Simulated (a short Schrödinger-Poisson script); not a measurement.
Stack: symmetric double-gate stack, Al2O3 on p-type Si(111), at 400 K.

```csv
layer,material,thickness (nm),Na (cm⁻³)
1,Al2O3,6.7,-
2,Si,4,1e15
3,Al2O3,6.7,-
```

The device is made up for the run: typed textbook-type constants, with dimensions and the other settings drawn at random. Al2O3: permittivity 9, conduction-band edge (eV) 2.7, gap (eV) 6.8, electron mass (mₑ) 0.3. Si: permittivity 11.7, conduction-band edge (eV) 0, gap (eV) 1.124, Nv at 300 K (cm⁻³) 3.1e19.

Channel valleys (confinement mass, in-plane density-of-states mass, number): Δ6 0.258, 0.358, 6. At the gates, both at one voltage, the conduction-band edge of layer 1 lies 3.27 eV − eVg above the Fermi level of the channel. Gaps are held at their typed values at every temperature. Mesh 0.03 nm at interfaces.

From a short Schrödinger-Poisson script (our own, NumPy): 1D Poisson equation in equilibrium, electrons quantum, Hartree (BenDaniel-Duke, 12 states a valley, the channel's in-plane mass for all, wave functions ending at the dielectric), parabolic valleys, classical holes, full ionisation, no traps, pinning or gate leakage.

Only gate voltages with over 1e8 electrons/cm² are shown.

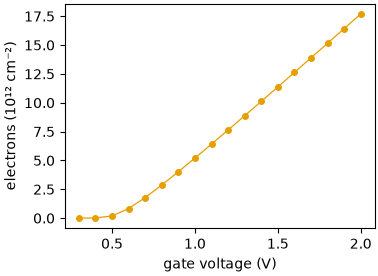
Sheet density against gate voltage

```tsv
Vg (V)	electrons (cm⁻²)	C (μF/cm²)	Δ6 E0 (meV)	Δ6 E1 (meV)
0.3	8.71e8	0.00410	361.2	634.4
0.4	1.53e10	0.0699	262.3	535.4
0.5	1.89e11	0.623	175.6	448.4
0.6	8.28e11	1.35	124.4	395.9
0.7	1.78e12	1.67	97.4	367.1
0.8	2.87e12	1.80	80.3	348.0
0.9	4.02e12	1.88	68.1	333.5
1	5.21e12	1.92	58.5	321.7
1.1	6.41e12	1.95	50.6	311.5
1.2	7.64e12	1.97	43.9	302.5
1.3	8.87e12	1.99	38.0	294.3
1.4	1.01e13	2.00	32.8	286.8
1.5	1.14e13	2.01	28.0	279.7
1.6	1.26e13	2.02	23.6	273.1
1.7	1.39e13	2.03	19.6	266.8
1.8	1.52e13	2.03	15.8	260.8
1.9	1.64e13	2.04	12.3	255.0
2	1.77e13	2.04	9.0	249.5
```

Subbands count from the Fermi level. The capacitance is that of both gates.
